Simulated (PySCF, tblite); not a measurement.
# C₅H₁₂O₂SSi: geometry, infrared bands and NMR shifts

What infrared bands and NMR shifts should C₅H₁₂O₂SSi (`CC(C)O[C@@H]1CO[SiH2]S1`) show?

The runs use tblite 0.8.0 and PySCF 2.14.0, with density-fitted response routines of our own; the level of theory stands in each step. All values are computed, except where a source is named. Atoms count from 0, in the outputs and in this text.

## 1. The starting structure

21 atoms, charge 0, multiplicity 1; geometry from: force field or distance geometry start.

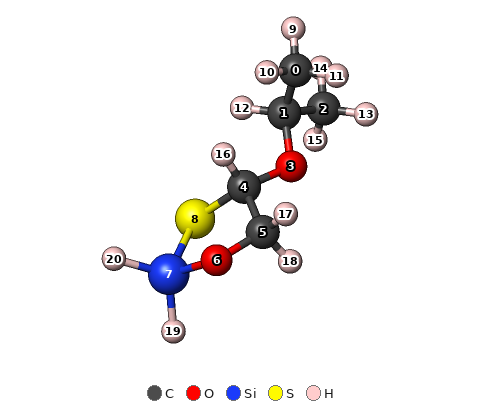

The starting geometry (carbon dark grey, oxygen red, silicon blue, sulfur yellow, hydrogen pink), atoms numbered; sticks join atoms by distance.

## 2. Relaxing the molecule with GFN2-xTB

The job: settings as JSON, then the geometry in Å.

```
{"job": {"kind": "relax", "xc": "GFN2-xTB", "basis": "xTB"}, "charge": 0, "multiplicity": 1}
C     -2.071200     1.273600    -0.383200
C     -1.600400    -0.090400     0.068200
C     -2.572600    -1.179000    -0.346600
O     -0.343000    -0.393100    -0.548000
C      0.789000     0.126700     0.152500
C      1.973700     0.204300    -0.838600
O      3.200100     0.521600    -0.153700
Si     3.371300    -0.338700     1.277100
S      1.338300    -0.954600     1.518800
H     -3.075200     1.501500     0.027400
H     -1.396000     2.064100    -0.063500
H     -2.130900     1.324400    -1.474100
H     -1.512900    -0.113700     1.180500
H     -2.675400    -1.211500    -1.443400
H     -3.574400    -0.998900     0.088500
H     -2.227700    -2.160800    -0.022300
H      0.589600     1.132100     0.549800
H      1.790400     0.986200    -1.576800
H      2.097800    -0.722100    -1.404400
H      4.249500    -1.516600     1.083500
H      3.771200     0.561700     2.380300
```

On the command line:

```bash
> OMP_NUM_THREADS=1 python probes_run.py task.json out
```

The driver reads the jobs from task.json and runs them one after another.

Standard output:

```text
step      E/eV     max force
  0    -816.65999    1.680
  1    -816.79503    0.969
  2    -816.83287    0.314
  3    -816.84468    0.288
  4    -816.85542    0.233
  5    -816.86095    0.207
  6    -816.86697    0.279
  7    -816.87139    0.238
  8    -816.87535    0.149
  9    -816.87799    0.117
 10    -816.88012    0.137
 11    -816.88200    0.156
 12    -816.88370    0.105
 13    -816.88485    0.097
 14    -816.88561    0.096
 15    -816.88638    0.096
 16    -816.88731    0.090
 17    -816.88827    0.081
 18    -816.88921    0.088
 19    -816.89020    0.096
 20    -816.89129    0.092
 21    -816.89229    0.079
 22    -816.89299    0.059
 23    -816.89346    0.068
 24    -816.89399    0.085
 25    -816.89468    0.082
 26    -816.89546    0.072
 27    -816.89618    0.084
 28    -816.89681    0.095
 29    -816.89741    0.084
 30    -816.89801    0.076
 31    -816.89854    0.064
 32    -816.89898    0.052
 33    -816.89940    0.056
 34    -816.89983    0.054
 35    -816.90024    0.055
 36    -816.90057    0.043
 37    -816.90085    0.044
 38    -816.90116    0.044
 39    -816.90153    0.055
 40    -816.90194    0.055
 41    -816.90233    0.059
 42    -816.90268    0.051
 43    -816.90301    0.044
 44    -816.90338    0.060
 45    -816.90379    0.060
 46    -816.90424    0.063
 47    -816.90468    0.048
 48    -816.90509    0.055
 49    -816.90551    0.059
 50    -816.90602    0.080
 51    -816.90664    0.079
 52    -816.90736    0.059
 53    -816.90814    0.078
 54    -816.90891    0.077
 55    -816.90954    0.061
 56    -816.90995    0.037
 57    -816.91019    0.033
 58    -816.91038    0.039
 59    -816.91059    0.053
 60    -816.91079    0.040
 61    -816.91096    0.028
 62    -816.91109    0.023
 63    -816.91118    0.026
 64    -816.91133    0.026
 65    -816.91146    0.026
 66    -816.91157    0.024
 67    -816.91165    0.020
 68    -816.91172    0.019
 69    -816.91179    0.017
 70    -816.91184    0.013
 71    -816.91188    0.012
 72    -816.91190    0.012
 73    -816.91192    0.011
 74    -816.91194    0.012
 75    -816.91196    0.016
 76    -816.91199    0.012
 77    -816.91200    0.007
```

Run time: 1.3 s. Hardware: 1 thread of Arm Neoverse N1, shared host; peak memory 0.18 GiB.

Relaxation path: (not every step is listed)

```tsv
step	energy from step 0 (eV)	largest force (eV/Å)
0	0.0000	1.6798
1	-0.1350	0.9687
2	-0.1729	0.3140
3	-0.1847	0.2875
4	-0.1954	0.2332
5	-0.2010	0.2071
6	-0.2070	0.2792
7	-0.2114	0.2380
8	-0.2154	0.1492
14	-0.2256	0.0958
20	-0.2313	0.0919
26	-0.2355	0.0718
32	-0.2390	0.0523
38	-0.2412	0.0436
44	-0.2434	0.0599
50	-0.2460	0.0802
56	-0.2500	0.0371
62	-0.2511	0.0233
68	-0.2517	0.0190
72	-0.2519	0.0118
73	-0.2519	0.0107
74	-0.2519	0.0124
75	-0.2520	0.0161
76	-0.2520	0.0115
77	-0.2520	0.0067
```

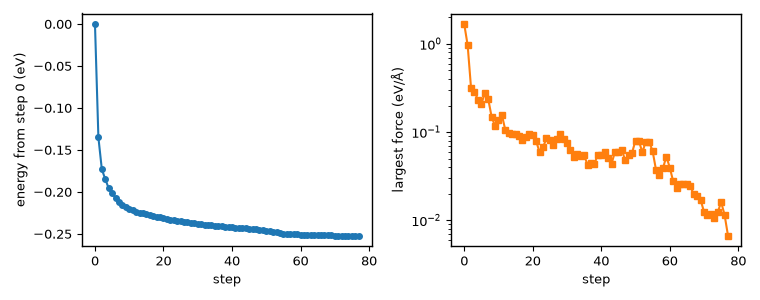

Energy and force, step by step.

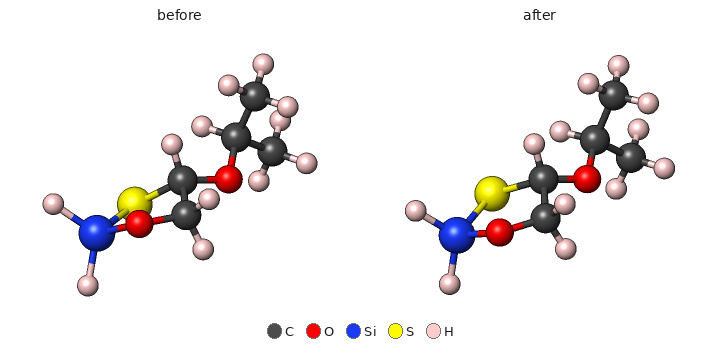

Before and after, at one scale.

Close pairs (by a distance rule), those that changed most:

```tsv
bond	before (Å)	after (Å)	change (Å)
O3–C4	1.429	1.371	-0.058
O6–Si7	1.678	1.628	-0.051
C5–O6	1.440	1.391	-0.049
C4–S8	1.827	1.867	+0.041
Si7–H20	1.479	1.450	-0.029
Si7–H19	1.482	1.453	-0.029
C0–H9	1.108	1.086	-0.022
C2–H14	1.107	1.086	-0.021
```

The next job starts from the end point, and lists it.

## 3. Harmonic vibrations with GFN2-xTB

The job: settings as JSON, then the geometry in Å.

```
{"job": {"kind": "ir", "xc": "GFN2-xTB", "basis": "xTB"}, "charge": 0, "multiplicity": 1}
C     -2.164162     1.280807    -0.303741
C     -1.562881    -0.075855     0.059187
C     -2.452315    -1.222565    -0.404257
O     -0.291089    -0.259922    -0.573809
C      0.789320     0.275745     0.078000
C      1.996812     0.189930    -0.856815
O      3.198347     0.280791    -0.162451
Si     3.297921    -0.410315     1.307881
S      1.202091    -0.646246     1.648660
H     -3.115607     1.408353     0.204547
H     -1.503633     2.091620    -0.005502
H     -2.322467     1.339016    -1.377914
H     -1.416206    -0.140106     1.146472
H     -2.541552    -1.201622    -1.487049
H     -3.438747    -1.132243     0.040897
H     -2.013393    -2.171173    -0.109187
H      0.620053     1.310709     0.405509
H      1.957230     1.008045    -1.581704
H      1.932076    -0.762477    -1.394879
H      3.916217    -1.724502     1.260557
H      3.903064     0.578953     2.177681
```

Standard output:

```text
mode    cm-1     km/mol
  1      37.0      0.09
  2      43.8      4.12
  3      77.3      3.38
  4     136.6      4.75
  5     168.6      0.06
  6     178.8      7.18
  7     203.7      0.08
  8     253.5      2.25
  9     342.4      3.36
 10     365.0      7.37
 11     388.5      5.16
 12     450.0      2.98
 13     474.9      4.95
 14     481.6     17.87
 15     524.6     64.27
 16     568.7     60.07
 17     585.3     34.62
 18     636.8     46.58
 19     683.0    244.54
 20     776.7    184.94
 21     808.4    200.66
 22     872.1      6.25
 23     938.5      2.24
 24     948.4      6.64
 25     969.8      1.28
 26     983.7     22.28
 27    1056.6      3.20
 28    1121.2    150.91
 29    1139.1     49.00
 30    1142.8    159.86
 31    1157.2     37.18
 32    1175.7     13.60
 33    1181.5     61.50
 34    1240.2     39.42
 35    1276.2     17.86
 36    1308.6     16.98
 37    1314.1     12.58
 38    1331.2      0.71
 39    1392.7     14.79
 40    1404.3     10.03
 41    1471.7      2.35
 42    1477.1      1.92
 43    1485.3      1.11
 44    1487.3      1.18
 45    1497.1      4.63
 46    2338.4    272.08
 47    2377.4    173.80
 48    2865.4     33.81
 49    2885.2     38.88
 50    2933.9     31.26
 51    2959.2     24.65
 52    3035.1     28.99
 53    3042.7      9.94
 54    3048.3     13.85
 55    3049.9     21.97
 56    3053.2     38.77
 57    3056.7     28.05
```

Wall time 1.9 s (1 thread of Arm Neoverse N1, shared host); peak memory 0.18 GiB.

The strongest bands and the atoms that carry them (share of the mass-weighted mode):

```tsv
cm⁻¹	km/mol	atoms
525	64.3	S8 36 %, Si7 33 %
683	244.5	H19 45 %, H20 35 %
777	184.9	H19 41 %, H20 41 %
808	200.7	Si7 36 %, O6 33 %
1121	150.9	O3 36 %, C4 34 %, H16 14 %
1143	159.9	O6 44 %, C5 40 %
2338	272.1	H19 90 %
2377	173.8	H20 91 %
```

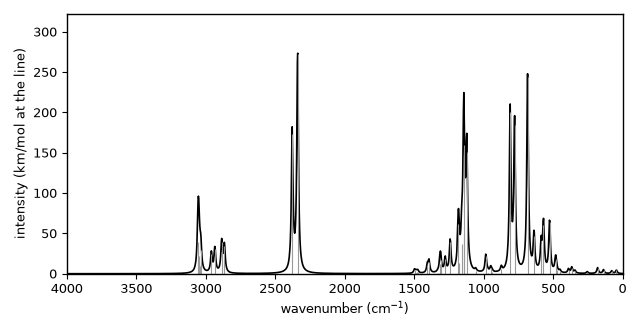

The infrared spectrum from these modes, unscaled. Lines are broadened to a width of 14 cm⁻¹ (Lorentzian).

## 4. Shielding tensors: PBE0/pcSseg-1

Same as in step 3 but for these lines:

```diff
@@ -1,2 +1,2 @@
-{"job": {"kind": "ir", "xc": "GFN2-xTB", "basis": "xTB"}, "charge": 0, "multiplicity": 1}
+{"job": {"kind": "nmr", "xc": "PBE0", "basis": "pcSseg-1"}, "charge": 0, "multiplicity": 1}
 C     -2.164162     1.280807    -0.303741
```

With the program's defaults for keys left out, this is: GIAO PBE0/pcSseg-1 NMR shielding, non-relativistic, gas phase.

Standard output:

```text
coarse grid: 18296 points
cycle   1  E = -1034.9898756573  dE =  1.233e+00  |g| = 8.492e-01  |ddm| = 4.068e+00
cycle   2  E = -1034.8403810572  dE =  1.495e-01  |g| = 1.252e+00  |ddm| = 1.701e+00
cycle   3  E = -1035.1241873081  dE = -2.838e-01  |g| = 1.198e-01  |ddm| = 1.113e+00
cycle   4  E = -1035.1269674254  dE = -2.780e-03  |g| = 4.334e-02  |ddm| = 1.568e-01
cycle   5  E = -1035.1274022544  dE = -4.348e-04  |g| = 7.811e-03  |ddm| = 5.011e-02
cycle   6  E = -1035.1274124554  dE = -1.020e-05  |g| = 3.959e-03  |ddm| = 1.061e-02
cycle   7  E = -1035.1274162381  dE = -3.783e-06  |g| = 5.013e-04  |ddm| = 4.318e-03
final grid: 166592 points
cycle   8  E = -1035.2052557193  dE = -4.229e-05  |g| = 1.420e-02  |ddm| = 3.199e-02
cycle   9  E = -1035.2052211515  dE =  3.457e-05  |g| = 1.981e-02  |ddm| = 2.282e-02
cycle  10  E = -1035.2052948455  dE = -7.369e-05  |g| = 1.582e-03  |ddm| = 1.346e-02
cycle  11  E = -1035.2052953690  dE = -5.235e-07  |g| = 2.130e-04  |ddm| = 1.591e-03
cycle  12  E = -1035.2052953792  dE = -1.023e-08  |g| = 8.185e-05  |ddm| = 3.805e-04
cycle  13  E = -1035.2052953808  dE = -1.547e-09  |g| = 3.501e-05  |ddm| = 1.376e-04
cycle  14  E = -1035.2052953811  dE = -2.847e-10  |g| = 5.354e-06  |ddm| = 3.444e-05
converged SCF energy = -1035.2052953811

GIAO shielding tensors (ppm)
atom      isotropic    diamagn.    paramagn.     s11        s22        s33       span
  0 C      166.227     248.775     -82.548    147.726    163.317    187.639     39.913
  1 C      110.325     243.781    -133.456     81.189     90.786    158.999     77.810
  2 C      161.624     247.739     -86.115    143.563    154.715    186.593     43.029
  3 O      238.633     402.497    -163.864    212.741    241.276    261.882     49.142
  4 C       93.735     249.410    -155.675     36.745    108.680    135.779     99.034
  5 C      113.268     248.936    -135.668     79.938    109.642    150.223     70.285
  6 O      305.706     394.392     -88.686    256.167    272.712    388.240    132.073
  7 Si     341.539     881.014    -539.474    293.511    330.727    400.380    106.869
  8 S      626.883    1061.185    -434.302    408.507    562.072    910.069    501.562
  9 H       30.830      29.700       1.131     26.633     28.070     37.788     11.155
 10 H       30.027      31.888      -1.861     24.758     30.029     35.294     10.536
 11 H       30.808      30.908      -0.100     27.741     28.410     36.272      8.531
 12 H       27.768      33.243      -5.475     23.847     28.803     30.654      6.806
 13 H       30.524      30.567      -0.043     27.473     28.457     35.641      8.168
 14 H       30.798      29.120       1.678     26.510     28.254     37.631     11.121
 15 H       30.082      30.695      -0.613     25.329     29.113     35.805     10.476
 16 H       25.790      34.261      -8.471     20.766     26.046     30.558      9.793
 17 H       27.302      30.821      -3.519     22.499     27.683     31.726      9.227
 18 H       28.026      32.320      -4.294     22.974     28.430     32.674      9.700
 19 H       25.856      28.508      -2.652     22.217     23.005     32.346     10.129
 20 H       26.208      28.705      -2.497     22.472     23.212     32.940     10.468
```

Run time: 98 s. Hardware: 1 thread of Arm Neoverse N1, shared host; peak memory 1.1 GiB.

Shifts follow as δ = σ(reference) − σ, with reference shieldings (ppm) from runs at the same level and on the same kind of geometry: ¹H TMS 31.72, ¹³C TMS 186.9, ²⁹Si TMS 349.2, ¹⁷O H2O 336.1, ³³S CS2 504. The references are single molecules in the gas phase, so shifts against H2O, NH3, PH3, H3PO4 or CFCl3 are not on the usual liquid scales and can be off by tens of ppm. Atoms listed in one row are averaged.

```tsv
atoms	environment	σ (ppm)	δ (ppm)	δ scaled to CDCl3
C4	sp3 CH bonded to O and S	93.7	93.2	84.6
C1	sp3 CH bonded to O	110.3	76.6	72.8
C5	sp3 CH2 bonded to O	113.3	73.7	70.0
C2	methyl carbon	161.6	25.3	22.8
C0	methyl carbon	166.2	20.7	18.3
H16	hydrogen on an sp3 CH bonded to O and S	25.79	5.93	5.69
H19	hydrogen on a silicon bonded to O, S, in a 5-membered ring	25.86	5.86	–
H20	hydrogen on a silicon bonded to O, S, in a 5-membered ring	26.21	5.51	–
H17	hydrogen on an sp3 CH2 bonded to O	27.30	4.41	4.27
H12	hydrogen on an sp3 CH bonded to O	27.77	3.95	3.83
H18	hydrogen on an sp3 CH2 bonded to O	28.03	3.69	3.58
H13, H14, H15	hydrogen on a methyl carbon	30.47	1.25	1.28
H9, H10, H11	hydrogen on a methyl carbon	30.55	1.16	1.20
O3	ether oxygen	238.6	97.4	–
O6	oxygen bonded to C, Si, in a 5-membered ring	305.7	30.4	–
Si7	silicon bonded to O, S, 2 H, in a 5-membered ring	341.5	7.6	–
S8	sulfur bonded to C, Si, in a 5-membered ring	627	-123	–
```

The scaled column applies a straight-line fit of computed shieldings to shifts measured in CDCl3, with any fitted terms for Cl, Br or S neighbours (root-mean-square error 0.16 ppm for H, 1.9 ppm for C).

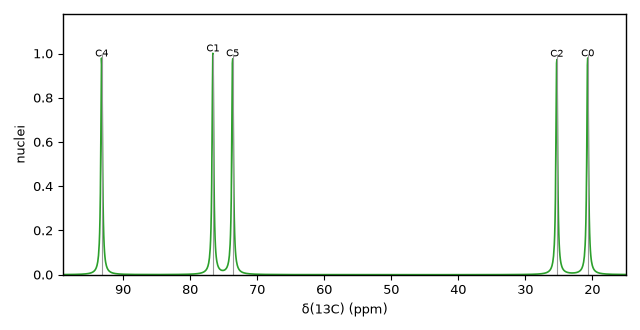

¹³C lines at the computed shifts, without couplings. Lines are broadened to a width of 0.29 ppm (Lorentzian).

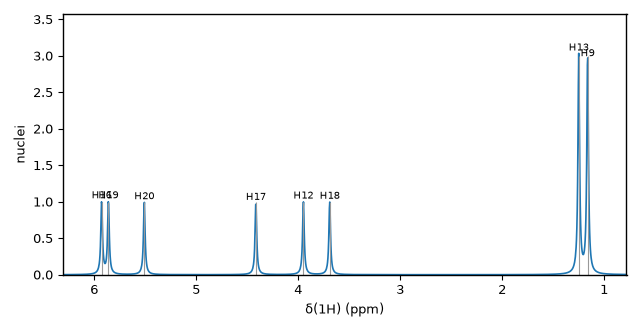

¹H lines at the computed shifts, without couplings. Lines are broadened to a width of 0.02 ppm (Lorentzian).

Charges from the same density, by scheme (e):

```tsv
atoms	Mulliken	IAO	Hirshfeld	ESP fit
C0	-0.22	-0.43	-0.13	-0.68
C1	-0.08	0.10	0.05	0.65
C2	-0.21	-0.42	-0.12	-0.54
O3	-0.48	-0.38	-0.12	-0.43
C4	-0.09	0.02	0.04	0.07
C5	0.17	-0.05	0.00	0.10
O6	-0.62	-0.64	-0.23	-0.50
Si7	0.81	0.95	0.39	0.83
S8	-0.32	-0.29	-0.14	-0.43
```

IAO charges:

C0 -0.43; C1 0.10; C2 -0.42; O3 -0.38; C4 0.02; C5 -0.05; O6 -0.64; Si7 0.95; S8 -0.29; H9 0.15; H10 0.14; H11 0.14; H12 0.13; H13 0.15; H14 0.14; H15 0.15; H16 0.13; H17 0.16; H18 0.14; H19 -0.14; H20 -0.14

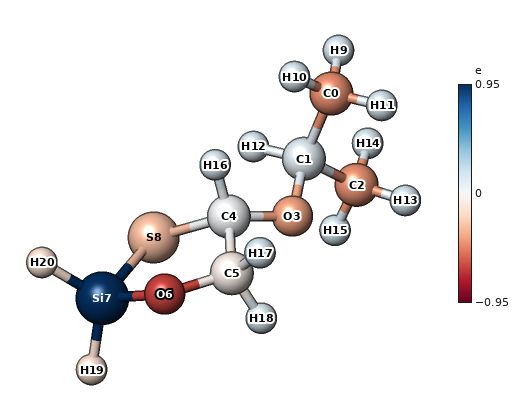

IAO charges, as colours on the atoms.

Mayer bond orders: C0–C1 1.04, C1–C2 1.05, C1–O3 0.84, O3–C4 0.97, C4–C5 0.98, C5–O6 0.89, O6–Si7 0.98, Si7–S8 0.96, S8–C4 0.99.

Ring of atoms C4, C5, O6, Si7, S8: NICS(0) -7.6, NICS(1) -3.3, NICS(1)zz -2.4 ppm (means of both faces).

## 5. What came out

```
                                                              quantity                                               value
                             strongest single infrared mode (GFN2-xTB)                               2338 cm⁻¹, 272 km/mol
                                          zero-point energy (GFN2-xTB)                                      103.2 kcal/mol
                                ¹³C shifts against TMS (PBE0/pcSseg-1)                    93.2, 76.6, 73.7, 25.3, 20.7 ppm
¹H shifts against TMS (PBE0/pcSseg-1, means over atoms taken as alike)  5.93, 5.86, 5.51, 4.41, 3.95, 3.69, 1.25, 1.16 ppm
                                ¹⁷O shifts against H2O (PBE0/pcSseg-1)                                      97.4, 30.4 ppm
                               ²⁹Si shifts against TMS (PBE0/pcSseg-1)                                             7.6 ppm
                                ³³S shifts against CS2 (PBE0/pcSseg-1)                                            -123 ppm
```

What this shows: The optimisation took 77 steps and gained 0.252 eV; among the close pairs (by a distance rule), O3–C4 changed most, from 1.429 to 1.371 Å. All 57 modes are real, so the xTB geometry is a minimum. The strongest single mode, at 2338 cm⁻¹, moves mainly H19. GFN2-xTB is a fitted tight-binding method: band positions and strengths are rough. Its intensities can rank the bands wrongly. The most deshielded carbon is C4 (sp3 CH bonded to O and S), at 93.2 ppm: pulled downfield by the heteroatom. The most deshielded hydrogen is H16 (hydrogen on an sp3 CH bonded to O and S), at 5.93 ppm: its carbon carries O, hence the downfield position. At PBE0/pcSseg-1: Shielding is most anisotropic at S8 (span 502 ppm, paramagnetic term -434 ppm).
